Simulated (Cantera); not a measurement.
A closed system holds: 1 mol Cu, 2 mol HF, held at 0.210 bar.

These are equilibrium values from Cantera (NASA tables, ideal gas, pure condensed phases), not measurements of a reactor. Candidate condensed phases: Cu, CuF2; 15 gas species. Equilibrium is a limit: real reactors are often held back by kinetics, nucleation or transport.

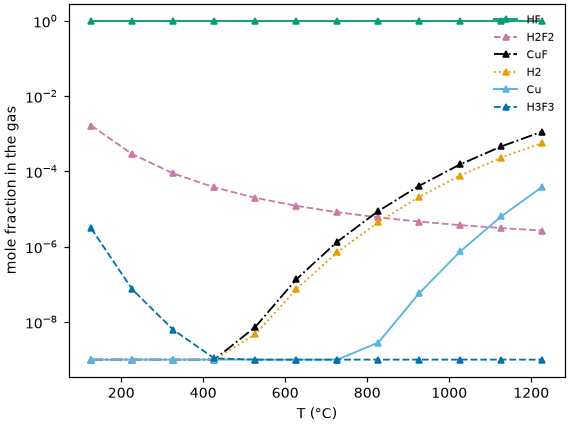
Fig. 1. Equilibrium gas composition (values under 1e-9 drawn at 1e-9)

From 127 °C to 1027 °C the condensed part is Cu(s). From 1127 °C to 1227 °C the condensed part is Cu(l).
